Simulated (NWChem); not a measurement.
# One shape, several levels: SiH4O (SMILES O[SiH3])

Aim: a comparison of 6 runs (HF/STO-3G, HF/def2-SVP, B3LYP/6-31G*, PBE0/def2-SVP, CCSD(T)/def2-SVPD) of SiH4O. 

The calculation is run with NWChem 7.3.0.

## (1) The molecule

The species is SiH4O (6 atoms), meant as a singlet with charge 0. SMILES: `O[SiH3]`. The shape is that of a PBE0-D4/def2-TZVP optimisation.

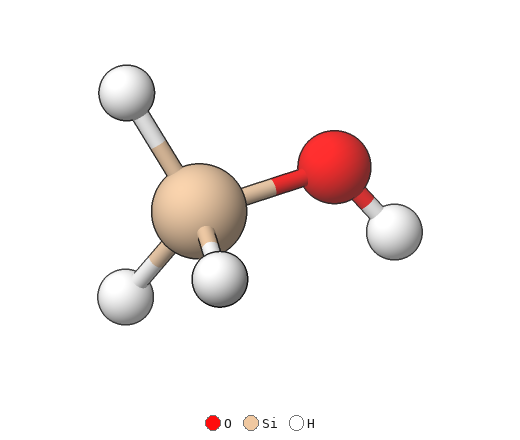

Viewed from a chosen angle; oxygen red, silicon light orange, hydrogen white.

## (2) Energy and forces at HF/STO-3G (run 1)

Input file sp.nw:

```
start sp
title "H4OSi"
memory stack 880 mb heap 220 mb global 1100 mb

geometry units angstroms noautosym nocenter noautoz
  O        0.636700      -1.030300       0.419000
  Si      -0.035700       0.346500      -0.187000
  H        0.069100      -1.629200       0.904700
  H       -1.128300       0.045700      -1.152800
  H        1.060500       1.064900      -0.875600
  H       -0.602300       1.202400       0.891700
end

basis spherical bse
  * library STO-3G
end

scf
  thresh 1e-08
  maxiter 80
end

task scf gradient
```

Started as:

```console
nwchem sp.nw > sp.out
```

What it wrote:

```text
[...]
  functions       =    18
[...]
  wavefunction    = RHF
[...]
         Total SCF energy =   -361.762298565239
      One-electron energy =   -632.478588937366
      Two-electron energy =    205.961393904257
 Nuclear repulsion energy =     64.754896467871
        Time for solution =      0.5s
[...]
                         RHF ENERGY GRADIENTS
    atom               coordinates                        gradient
                 x          y          z           x          y          z
   1 O       1.203189  -1.946985   0.791795   -0.039949  -0.000889   0.010818
   2 Si     -0.067463   0.654790  -0.353379    0.025848  -0.035077   0.013168
   3 H       0.130580  -3.078742   1.709635    0.027418   0.009068  -0.012211
   4 H      -2.132178   0.086360  -2.178476   -0.024003  -0.006758  -0.020839
   5 H       2.004054   2.012369  -1.654644    0.023254   0.015235  -0.014609
   6 H      -1.138182   2.272207   1.685069   -0.012569   0.018420   0.023673
[...]
```

Run time: 1.2 s. Hardware: 1 thread of Intel Xeon Platinum 8259CL at 2.50GHz (Skylake/Cascade Lake), shared host; peak memory 0.099 GiB.

## (3) Energy and gradient at HF/def2-SVP (run 2)

Input file h4osi.nw:

```
start h4osi
title "H4OSi"
memory total 2200 mb
charge 0

geometry noautosym nocenter noautoz
 O     0.636700   -1.030300    0.419000
 Si   -0.035700    0.346500   -0.187000
 H     0.069100   -1.629200    0.904700
 H    -1.128300    0.045700   -1.152800
 H     1.060500    1.064900   -0.875600
 H    -0.602300    1.202400    0.891700
end

basis spherical bse
 * library def2-SVP
end

scf
 thresh 1e-08
 maxiter 80
end

task scf gradient
```

Started as:

```console
nwchem h4osi.nw > h4osi.out
```

What it wrote:

```text
[...]
  functions       =    52
[...]
  wavefunction    = RHF
[...]
         Total SCF energy =   -366.002176555006
      One-electron energy =   -635.469624898173
      Two-electron energy =    204.712551875296
 Nuclear repulsion energy =     64.754896467871
        Time for solution =      2.9s
[...]
                         RHF ENERGY GRADIENTS
    atom               coordinates                        gradient
                 x          y          z           x          y          z
   1 O       1.203189  -1.946985   0.791795    0.011534   0.012217  -0.009899
   2 Si     -0.067463   0.654790  -0.353379   -0.001523  -0.005733   0.003625
   3 H       0.130580  -3.078742   1.709635   -0.010473  -0.008024   0.007250
   4 H      -2.132178   0.086360  -2.178476   -0.001593  -0.000218  -0.001840
   5 H       2.004054   2.012369  -1.654644    0.002777   0.000030  -0.000735
   6 H      -1.138182   2.272207   1.685069   -0.000723   0.001728   0.001598
[...]
```

Run time: 4.5 s. Hardware: 1 thread of Intel Xeon Platinum 8259CL at 2.50GHz (Skylake/Cascade Lake), shared host; peak memory 0.1 GiB.

Runs 3 to 5 aren't shown in full; the table further down has their settings and results.

## (4) A single-point energy at CCSD(T)/def2-SVPD (run 6)

Input file h4osi.nw:

```
start h4osi
memory 2200 mb

geometry units bohr noautosym nocenter noautoz
 O      1.20318862    -1.94698483     0.79179525
 Si    -0.06746322     0.65479010    -0.35337879
 H      0.13058008    -3.07874180     1.70963522
 H     -2.13217799     0.08636048    -2.17847628
 H      2.00405456     2.01236935    -1.65464419
 H     -1.13818204     2.27220669     1.68506879
end

basis "ao basis" spherical bse
 * library def2-SVPD
end

scf
 thresh 1e-08
 maxiter 80
 print low
end

ccsd
 freeze core 6
 maxiter 60
end

task ccsd(t) energy
```

Started as:

```console
nwchem h4osi.nw > h4osi.out
```

What it wrote:

```text
[...]
  functions       =    79
[...]
  wavefunction    = RHF
[...]
         Total SCF energy =   -366.013192646567
      One-electron energy =   -635.363393797391
      Two-electron energy =    204.595309349392
 Nuclear repulsion energy =     64.754891801432
        Time for solution =      7.8s
[...]
 Total MP2 energy:           -366.323995293578719
[...]
             energy      energy      error      ampl     ampl      Block
                                                time     time      time
[...]
 Total CCSD energy:           -366.351558217457125
[...]
 Total CCSD+T(CCSD) energy:           -366.360068837088136
[...]
 Total CCSD(T) energy:                -366.359487119267442
[...]
```

It took 70 s on 1 thread of Intel Xeon Platinum 8259CL at 2.50GHz (Skylake/Cascade Lake), shared host; peak memory 0.16 GiB.

## (5) All runs side by side

```
run                               level  iteration cap   module  energy (Eh)  dipole moment (D)  HOMO energy (eV)  LUMO energy (eV)  wall time
  1                           HF/STO-3G             80      scf  -361.762299               1.28             -9.26             13.34      1.2 s
  2                         HF/def2-SVP             80      scf  -366.002177               1.51            -12.39              4.01      4.5 s
  3  B3LYP/6-31G* (spherical functions)            100      dft  -367.139453               1.46             -8.21              0.29       15 s
  4  B3LYP/6-31G* (Cartesian functions)            100      dft  -367.142524               1.46             -8.21              0.24       14 s
  5                       PBE0/def2-SVP            100      dft  -366.783177               1.39             -8.55              0.68       16 s
  6                   CCSD(T)/def2-SVPD             80  ccsd(t)  -366.359487                  –                 –                 –       70 s
```

## (6) Results

| quantity | value |
| --- | --- |
| run 6: total energy | -366.35949 Eh |
| run 6: correlation energy (6 core orbitals frozen) | -346.3 mEh |
| run 6: (T) correction | -7.93 mEh |

In words: Over runs 1, 2, 3, 4, 5 the dipole moment (its size) runs from 1.28 D (HF/STO-3G) to 1.51 D (HF/def2-SVP). Over runs 1, 2, 3, 4, 5 the HOMO–LUMO gap runs from 8.45 eV (B3LYP/6-31G*) to 22.59 eV (HF/STO-3G). The two ends differ in method and basis. Totals of different functionals can't be ranked against each other. In run 1 the basis is minimal, so the values are rough. All runs together took 2 min, the longest 70 s.
